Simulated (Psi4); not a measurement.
# Run report: BH₄ (charge −1), excited-state calculation (part 1 of 2)

System: BH₄, charge −1, SMILES [H][B-]([H])([H])[H].
Method: EOM-CC3/6-31G**, RHF, DKH3 (Psi4 1.11).

The geometry comes from this level: GFN2-xTB.

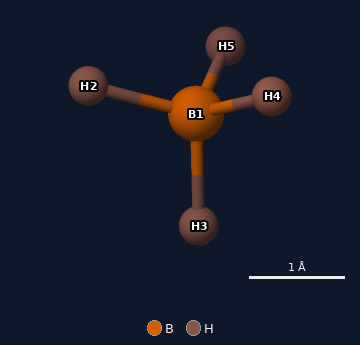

*The structure as given in the input (ball-and-stick view, seen at a tilt; atoms are numbered from 1 in the order of the input).*

Bond lengths as drawn: B–H 1.23 Å.

## Input (job.in)
```
memory 1.6 GB

molecule system {
  -1 1
  B
  H 1 R2
  H 1 R3 2 A3
  H 1 R4 3 A4 2 D4
  H 1 R5 3 A5 4 D5

  R2 = 1.229397
  R3 = 1.228983
  A3 = 109.47434
  R4 = 1.229431
  A4 = 109.45703
  D4 = 119.99469
  R5 = 1.228609
  A5 = 109.47822
  D5 = 119.99566
  units angstrom
  symmetry c1
}

set scf_type pk
set freeze_core true
set roots_per_irrep [4]
set relativistic dkh
set dkh_order 3

e, wfn = energy("eom-cc3/6-31G**", return_wfn=True)
```

Run as:
```bash
psi4 -i job.in -o job.out -n 1
```

## Output
```
Psi4 1.11 release

Relativistic analytic gradients are not implemented yet, re-routing to finite differences.

   => Loading Basis Set <=

    Name: 6-31G**
    Role: ORBITAL
    Keyword: BASIS

         ---------------------------------------------------------
                                   SCF
                              RHF Reference
                        1 Threads,   1525 MiB Core
         ---------------------------------------------------------

  ==> Geometry <==

    Molecular point group: c1
    Full point group: C1

    Geometry (in Angstrom), charge = -1, multiplicity = 1:

       Center              X                  Y                   Z               Mass
    ------------   -----------------  -----------------  -----------------  -----------------
         B            0.000063900069    -0.000000106753    -0.000016416782    11.009305360000
         H            0.000063900069    -0.000000106753     1.229380583218     1.007825032230
         H            0.000063900069     1.158673872626    -0.409740499307     1.007825032230
         H           -1.003903890106    -0.579296972184    -0.409851019703     1.007825032230
         H            1.003078056724    -0.579375627543    -0.409609730133     1.007825032230

  Running in c1 symmetry.

  Rotational constants: A =      4.15319  B =      4.15196  C =      4.15107 [cm^-1]
  Rotational constants: A = 124509.35730  B = 124472.52574  C = 124445.87824 [MHz]
  Nuclear repulsion =   10.192673740989235

  Charge       = -1
  Multiplicity = 1
  Electrons    = 10
  Nalpha       = 5
  Nbeta        = 5

  ==> Algorithm <==

  SCF Algorithm Type is PK.
  DIIS enabled.
  MOM disabled.
  Fractional occupation disabled.
  Guess Type is SAD.
  Energy threshold   = 1.00e-08
  Density threshold  = 1.00e-08
  Integral threshold = 1.00e-12

  ==> Primary Basis <==

  Basis Set: 6-31G**
    Blend: 6-31G**
    Number of shells: 18
    Number of basis functions: 35
    Number of Cartesian functions: 35
    Spherical Harmonics?: false
    Max angular momentum: 2

   => Loading Basis Set <=

    Name: (6-31G** AUX)
    Role: DECON
    Keyword: BASIS_RELATIVISTIC

  ==> Integral Setup <==

  Using in-core PK algorithm.
   Calculation information:
      Number of atoms:                   5
      Number of AO shells:              18
      Number of primitives:             35
      Number of atomic orbitals:        35
      Number of basis functions:        35

      Integral cutoff                 1.00e-12
      Number of threads:                 1

  Performing in-core PK
  Using 397530 doubles for integral storage.
  We computed 14706 shell quartets total.
  Whereas there are 14706 unique shell quartets.

  ==> DiskJK: Disk-Based J/K Matrices <==

    J tasked:                  Yes
    K tasked:                  Yes
    wK tasked:                  No
    Memory [MiB]:             1144
    Schwarz Cutoff:          1E-12

    Computing 3-order Douglas-Kroll-Hess integrals.
    Adding Douglas-Kroll-Hess corrections to the potential integrals.
  Minimum eigenvalue in the overlap matrix is 1.2537236726E-02.
  Reciprocal condition number of the overlap matrix is 2.2543603715E-03.
    Using symmetric orthogonalization.

  ==> Pre-Iterations <==

  SCF Guess: Superposition of Atomic Densities via on-the-fly atomic UHF (no occupation information).

   -------------------------
    Irrep   Nso     Nmo
   -------------------------
     A         35      35
   -------------------------
    Total      35      35
   -------------------------

  ==> Iterations <==

                        Total Energy        Delta E     RMS |[F,P]|

   @RHF iter SAD:   -26.28901705553145   -2.62890e+01   0.00000e+00
   @RHF iter   1:   -26.91511007589085   -6.26093e-01   7.73066e-03 DIIS/ADIIS
   @RHF iter   2:   -26.96940009369462   -5.42900e-02   2.43339e-03 DIIS/ADIIS
   @RHF iter   3:   -26.97395855806861   -4.55846e-03   4.01319e-04 DIIS/ADIIS
   @RHF iter   4:   -26.97428125683396   -3.22699e-04   4.43431e-05 DIIS
   @RHF iter   5:   -26.97428581319232   -4.55636e-06   3.13473e-06 DIIS
   @RHF iter   6:   -26.97428582818400   -1.49917e-08   2.46466e-07 DIIS
   @RHF iter   7:   -26.97428582826610   -8.21068e-11   4.11380e-08 DIIS
   @RHF iter   8:   -26.97428582826856   -2.45137e-12   1.42177e-09 DIIS
  Energy and wave function converged.

  ==> Post-Iterations <==

    Orbital Energies [Eh]
    ---------------------

    Doubly Occupied:

       1A     -7.267267     2A     -0.432760     3A     -0.171865
       4A     -0.171761     5A     -0.171711

    Virtual:

       6A      0.552303     7A      0.552340     8A      0.552420
       9A      0.586593    10A      0.865258    11A      0.865384
      12A      0.865456    13A      1.146551    14A      1.397534
      15A      1.397618    16A      1.397802    17A      1.514619
      18A      1.682031    19A      1.682051    20A      2.298020
      21A      2.298397    22A      2.298881    23A      2.620346
      24A      2.620347    25A      2.620366    26A      3.044917
      27A      3.044986    28A      3.045141    29A      3.254837
      30A      3.254920    31A      3.504186    32A      3.789939
      33A      3.790391    34A      3.791077    35A      4.245816

    Final Occupation by Irrep:
              A
    DOCC [     5 ]
    NA   [     5 ]
    NB   [     5 ]

  @RHF Final Energy:   -26.97428582826856

   => Energetics <=

    Nuclear Repulsion Energy =             10.1926737409892354
    One-Electron Energy =                 -57.9031900297762121
    Two-Electron Energy =                  20.7362304605184207
    Total Energy =                        -26.9742858282685560

Computation Completed

Properties will be evaluated at   0.000000,   0.000000,   0.000000 [a0]

Properties computed using the SCF density matrix

 Multipole Moments:

 ------------------------------------------------------------------------------------
     Multipole            Electronic (a.u.)      Nuclear  (a.u.)        Total (a.u.)
 ------------------------------------------------------------------------------------

 L = 1.  Multiply by 2.5417464519 to convert [e a0] to [Debye]
 Dipole X            :          0.0016012           -0.0007153            0.0008858
 Dipole Y            :          0.0000311            0.0000012            0.0000323
 Dipole Z            :         -0.0006143            0.0001838           -0.0004305
 Magnitude           :                                                    0.0009854

 ------------------------------------------------------------------------------------

	total time  =          0 seconds =       0.00 minutes
   => Loading Basis Set <=

    Name: (6-31G** AUX)
    Role: DECON
    Keyword: BASIS_RELATIVISTIC

 MINTS: Wrapper to libmints.

   Calculation information:
      Number of threads:                 1
      Number of atoms:                   5
      Number of AO shells:              18
      Number of SO shells:              18
      Number of primitives:             35
      Number of atomic orbitals:        35
      Number of basis functions:        35

      Number of irreps:                  1
      Integral cutoff                 1.00e-12
      Number of functions per irrep: [  35 ]

 OEINTS: Overlap, kinetic, potential, dipole, and quadrupole integrals
         stored in file 35.

      Computing two-electron integrals...done
      Computed 168020 non-zero two-electron integrals.
        Stored in file 33.

	Wfn Parameters:
	--------------------
	Wavefunction         = CC3
	Number of irreps     = 1
	Number of MOs        = 35
	Number of active MOs = 34
	AO-Basis             = NONE
	Semicanonical        = false
	Reference            = RHF
	Print Level          = 1

	IRREP	# MOs	# FZDC	# DOCC	# SOCC	# VIRT	# FZVR
	-----	-----	------	------	------	------	------
	 A	   35	    1	    4	    0	    30	    0
	Transforming integrals...
	IWL integrals will be deleted.
	(OO|OO)...
	Presorting SO-basis two-electron integrals.
	Sorting File: SO Ints (nn|nn) nbuckets = 1
	Constructing frozen core operators
	Starting first half-transformation.
	Sorting half-transformed integrals.
	First half integral transformation complete.
	Starting second half-transformation.
	Two-electron integral transformation complete.
	(OO|OV)...
	Starting second half-transformation.
	Two-electron integral transformation complete.
	(OO|VV)...
	Starting second half-transformation.
	Two-electron integral transformation complete.
	(OV|OO)...
	Starting first half-transformation.
	Sorting half-transformed integrals.
	First half integral transformation complete.
	Starting second half-transformation.
	Two-electron integral transformation complete.
	(OV|OV)...
	Starting second half-transformation.
	Two-electron integral transformation complete.
	(OV|VV)...
	Starting second half-transformation.
	Two-electron integral transformation complete.
	(VV|OO)...
	Starting first half-transformation.
	Sorting half-transformed integrals.
	First half integral transformation complete.
	Starting second half-transformation.
	Two-electron integral transformation complete.
	(VV|OV)...
	Starting second half-transformation.
	Two-electron integral transformation complete.
	(VV|VV)...
	Starting second half-transformation.
	Two-electron integral transformation complete.
	Frozen core energy     =    -25.43325561219261

	Size of irrep 0 of <ab|cd> integrals:      0.810 (MW) /      6.480 (MB)
	Total:                                     0.810 (MW) /      6.480 (MB)

	Size of irrep 0 of <ia|bc> integrals:      0.108 (MW) /      0.864 (MB)
	Total:                                     0.108 (MW) /      0.864 (MB)

	Size of irrep 0 of tijab amplitudes:       0.014 (MW) /      0.115 (MB)
	Total:                                     0.014 (MW) /      0.115 (MB)

	Nuclear Rep. energy          =     10.19267374098923
	SCF energy                   =    -26.97428582826856
	One-electron energy          =    -21.57121287122015
	Two-electron energy          =      9.83750891415489
	Reference energy             =    -26.97428582826863

	total time  =          0 seconds =       0.00 minutes
            **************************
            *                        *
            *        CCENERGY        *
            *                        *
            **************************

    Nuclear Rep. energy (wfn)     =   10.192673740989234
    SCF energy          (wfn)     =  -26.974285828268556
    Reference energy    (file100) =  -26.974285828268634

    Input parameters:
    -----------------
    Wave function   =     CC3
    Reference wfn   =     RHF
    Brueckner       =     No
    Memory (Mbytes) =     1600.0
    Maxiter         =     50
    R_Convergence   =     1.0e-07
    E_Convergence   =     1.0e-06
    Restart         =     Yes
    DIIS            =     Yes
    AO Basis        =     NONE
    ABCD            =     NEW
    Cache Level     =     2
    Cache Type      =     LOW
    Print Level     =     1
    Num. of threads =     1
    # Amps to Print =     10
    Print MP2 Amps? =     No
    Analyze T2 Amps =     No
    Print Pair Ener =     No
    Local CC        =     No
    T3 Ws incore    =     No
    SCS-MP2         =     False
    SCSN-MP2        =     False
    SCS-CCSD        =     False

MP2 correlation energy -0.1297166294436684
                Solving CC Amplitude Equations
                ------------------------------
  Iter             Energy              RMS        T1Diag      D1Diag    New D1Diag    D2Diag
  ----     ---------------------    ---------   ----------  ----------  ----------   --------
     0        -0.129716629443668    0.000e+00    0.000000    0.000000    0.000000    0.102911
     1        -0.150221057043053    4.514e-02    0.005283    0.008253    0.008253    0.122751
     2        -0.156960233990587    1.449e-02    0.007019    0.011018    0.011018    0.131144
     3        -0.157137464042754    2.632e-03    0.007378    0.011641    0.011641    0.132070
     4        -0.157146619713142    5.925e-04    0.007434    0.011746    0.011746    0.132191
     5        -0.157144035812652    1.677e-04    0.007460    0.011793    0.011793    0.132186
     6        -0.157145143651942    3.410e-05    0.007464    0.011800    0.011800    0.132187
     7        -0.157145512190879    4.779e-06    0.007464    0.011801    0.011801    0.132187
     8        -0.157145503895770    1.271e-06    0.007464    0.011801    0.011801    0.132187
     9        -0.157145497283739    3.150e-07    0.007464    0.011801    0.011801    0.132187
    10        -0.157145497612164    6.684e-08    0.007464    0.011801    0.011801    0.132187

    Iterations converged.

    Largest TIA Amplitudes:
              3   0         0.0077323335
              1   2         0.0077309832
              2   1         0.0077267371
              1   4         0.0076899266
              3   6         0.0074359111
              2   5         0.0074288115
              0   7        -0.0041627507
              1  16        -0.0039071118
              2  15        -0.0035168370
              3  14        -0.0035153625

    Largest TIjAb Amplitudes:
      1   1   2   2        -0.0428821552
      3   3   0   0        -0.0414954742
      1   1   4   4        -0.0357540995
      2   2   1   1        -0.0338324705
      3   3   6   6        -0.0329916888
      2   2   5   5        -0.0307783482
      1   1  10  10        -0.0257488771
      3   3   8   8        -0.0247955081
      0   1   3   4        -0.0242502449
      1   0   4   3        -0.0242502449

    SCF energy       (wfn)                    =  -26.974285828268556
    Reference energy (file100)                =  -26.974285828268634

    Opposite-spin MP2 correlation energy      =   -0.111952907935375
    Same-spin MP2 correlation energy          =   -0.017763721508294
    Singles MP2 correlation energy            =   -0.000000000000000
    MP2 correlation energy                    =   -0.129716629443668
      * MP2 total energy                      =  -27.104002457712301
    CC3 correlation energy                    =   -0.157145497612164
      * CC3 total energy                      =  -27.131431325880797

			**************************
			*                        *
			*         CCHBAR         *
			*                        *
			**************************

Dots of (HeT1)c in names "CC3 Wxxx" in CC3_HET1
<WAmEf (Am,Ef) | WAmEf (Am,Ef)> =    2.6799204758
<WMnIe (Mn,Ie) | WMnIe (Mn,Ie)> =    0.2171270963
<WMnIj (Mn,Ij) | WMnIj (Mn,Ij)> =    2.6732918042
<WMbIj (Ij,Mb) | WMbIj (Ij,Mb)> =    0.2181123595
<WMbIj (Mb,Ij) | WMbIj (Mb,Ij)> =    0.2181123595
<WMbEj (ME,jb) | WMbEj (ME,jb)> =    0.3826485351
<WMbeJ (Me,Jb) | WMbeJ (Me,Jb)> =   20.0369462027
<WAbEi (Ie,bA) | WAbEi (Ie,bA)> =    2.6958910808

	**********************************************************
	*  CCEOM: An Equation of Motion Coupled Cluster Program  *
	**********************************************************

	Nuclear Rep. energy (wfn)     =   10.192673740989234
	SCF energy          (wfn)     =  -26.974285828268556
	Reference energy    (file100) =  -26.974285828268634
	CC3 energy          (file100) =   -0.157145497612164

	Input parameters:
	-----------------
	Reference wfn   =     RHF
	Reference EOM wfn=     RHF
	Memory (Mbytes) =  1600.0
	ABCD            =     NEW
	Cache Level     =    2
	Cache Type      =     LRU
	T3 Ws incore  =      No
	Num. of threads =     1
	Local CC        =     No
```
